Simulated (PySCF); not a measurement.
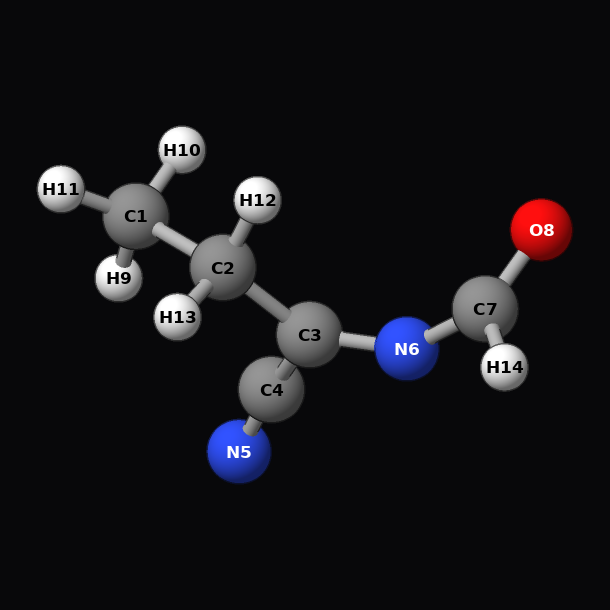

Geometry: a frame of a GFN2-xTB molecular-dynamics simulation, not a minimum. Level of theory: GIAO PBE0/pcSseg-1 NMR shielding, non-relativistic, gas phase (PySCF 2.14.0). Principal shieldings σ11 ≤ σ22 ≤ σ33, span Ω = σ33 − σ11, skew κ = 3(σiso − σ22)/Ω.

Give the shielding tensors of the O atoms.

```json
{"atom": "O8", "σ11": "−618.5", "σ22": "−198.6", "σ33": "322.0", "σiso": "−165.0", "Ω": "940.6", "κ": "0.11"}
```

Shieldings and span in ppm.
